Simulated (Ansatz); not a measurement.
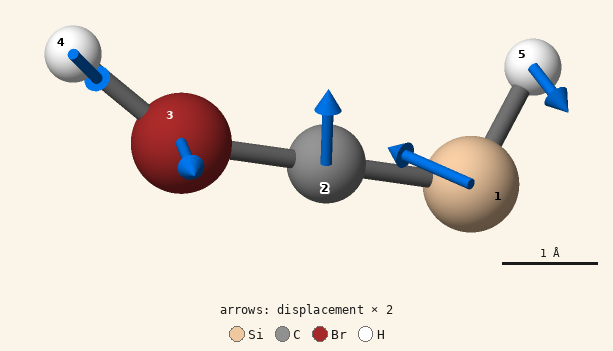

A relaxation of CH₂BrSi (charge +1). The starting structure is drawn; blue arrows show the displacements, 2 times their true length. The two geometries are superimposed by the best rigid fit.

Style: ball-and-stick. Shown at a tilt.

It is one of the separated reactants of a reaction.

Level of theory: RKS PBE-D4/def2-SVP in Ansatz. (force threshold 0.03 eV/Å; at most 250 steps)

> What did the optimiser do to the structure, and how much energy did it gain?

The atom that moves furthest after the best rigid fit is Si1 (0.58 Å). By element the largest moves are Si 0.58 Å, H 0.49 Å, Br 0.46 Å, C 0.43 Å. Among the contacts that change: C2–Br3 1.710 → 1.805 Å, Si1–H5 1.470 → 1.508 Å, Si1–C2 1.709 → 1.691 Å, Br3–H4 1.510 → 1.495 Å. Among the angles between lasting bonds that change: C2–Br3–H4 147.4° → 104.6°, Si1–C2–Br3 179.9° → 150.5°. After 9 accepted moves (12 points after the start) the energy has fallen by 2.451 eV. Largest force component: 5.3 eV/Å at the start, 0.023 eV/Å at the end. The line search rejected the trial steps at points 5, 8, 11 of the run. The run took 21 s on 2 threads of Intel Xeon Platinum 8259CL @ 2.50GHz, with other jobs on the host.
